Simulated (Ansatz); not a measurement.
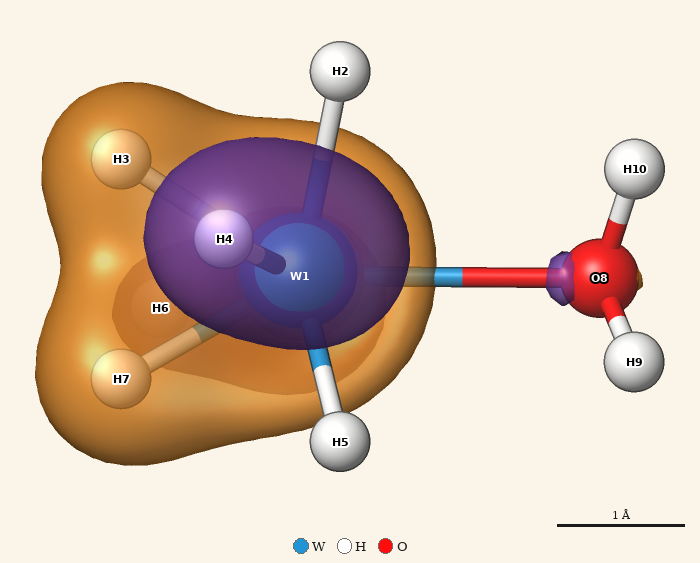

Figure. H8OW. The HOMO at ±0.15 Å⁻³ᐟ² (orange and purple are the two phases), seen at a tilt.

Core potentials replace the inner electrons of W.

Computed with RKS revPBE-D4/def2-mTZVP (Ansatz).

Input

```
crystal:
  periodic: [false, false, false]
  atoms:
    - { symbol: W, position_ang: [-0.188957, -0.23947, 0.305974] }
    - { symbol: H, position_ang: [1.223557, -0.259803, 1.289908] }
    - { symbol: H, position_ang: [0.901952, -1.413849, -0.154905] }
    - { symbol: H, position_ang: [1.161208, 0.277262, -0.530885] }
    - { symbol: H, position_ang: [-0.511122, 1.102249, -0.704201] }
    - { symbol: H, position_ang: [-0.941728, -1.733803, -0.080461] }
    - { symbol: H, position_ang: [-0.111189, -0.611009, -1.318636] }
    - { symbol: O, position_ang: [0.653603, 2.194553, 2.06635] }
    - { symbol: H, position_ang: [0.941235, 2.642363, 1.239875] }
    - { symbol: H, position_ang: [1.277941, 1.417707, 2.105381] }
basis:
  gaussian: { orbitals: def2-mTZVP }
hamiltonian:
  xc: revpbe
  dispersion: d4
relax:
  f_tol: 0.03
  max_steps: 50
output:
  orbitals: {}
```

Command:

```sh
ansatz run input.yaml --threads 1 --pin off --max-ram 2048MiB --backend cpu --events-out ev --progress --plain --runs-dir out
```

The fields are those of the run's last geometry, not of the input's.

### Describe this orbital and give its energy.

By Hirshfeld shares it lies mainly on W1 (about 55 %), H4 (about 15 %), H3 (about 10 %), H7 (about 10 %) and H6 (about 5 %). Its energy is −6.29 eV.
